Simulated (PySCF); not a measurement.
C$_{5}$H$_{10}$B$_{2}$Si (SMILES B[SiH2]CB(C#C)C=C)

Input file:

```
{"job": {"kind": "nmr", "xc": "PBE0", "basis": "pcSseg-1"}, "charge": 0, "multiplicity": 1}
B      3.384601     0.496337     0.851281
Si     1.583204    -0.254756     0.797137
C      0.843353     0.375492    -0.882618
B     -0.691138     0.120119    -0.849140
C     -1.607444     1.203526    -0.330185
C     -2.322165     2.085589     0.074032
C     -1.280329    -1.247179    -1.300303
C     -2.581935    -1.517425    -1.372021
H      3.600889     1.532204     1.351461
H      4.291614    -0.031688     0.333785
H      0.663243     0.149366     1.879602
H      1.463847    -1.728467     0.776479
H      1.360550    -0.171556    -1.670813
H      1.110584     1.428085    -0.977256
H     -2.949196     2.852350     0.429783
H     -0.590455    -2.036257    -1.584895
H     -2.967916    -2.473377    -1.694859
H     -3.320066    -0.776046    -1.107888
```

Command:

```sh
OMP_NUM_THREADS=1 python probes_run.py task.json out
```

Geometry: GFN2-xTB.

Method: PBE0/pcSseg-1, SCF density, gas phase, non-relativistic in PySCF.

What will maps of the electron density and electron localisation function show?

Answer. C–C (1.21 Å): ρ is about 2.8 e/Å³ halfway; the ELF peaks at about 0.85 between the atoms (a multiple bond).
C–B (1.51 Å): the density is about 1.5 e/Å³ at the midpoint; the ELF peaks at about 0.95 between the atoms, as expected for localised, covalent bonding.
C–H (1.05 Å): ρ at the midpoint is about 2.1 e/Å³; the ELF climbs to about 1 towards the hydrogen, as it does in any bond to H: a covalent bond by its length.
C–C (1.33 Å): ρ at the midpoint is about 2.3 e/Å³; the ELF peaks at about 0.95 between the atoms (a short, multiple covalent bond).

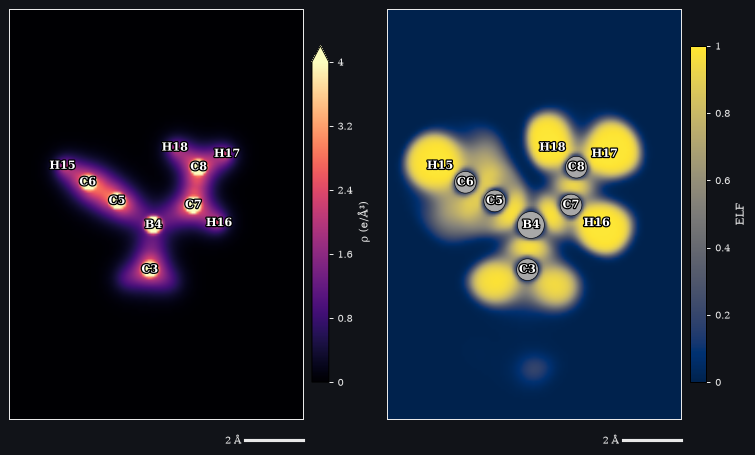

Computed electron density and electron localisation function on the plane of atoms C3, B4 and C7, in this order. Grey discs cover the atomic cores in the ELF map. 
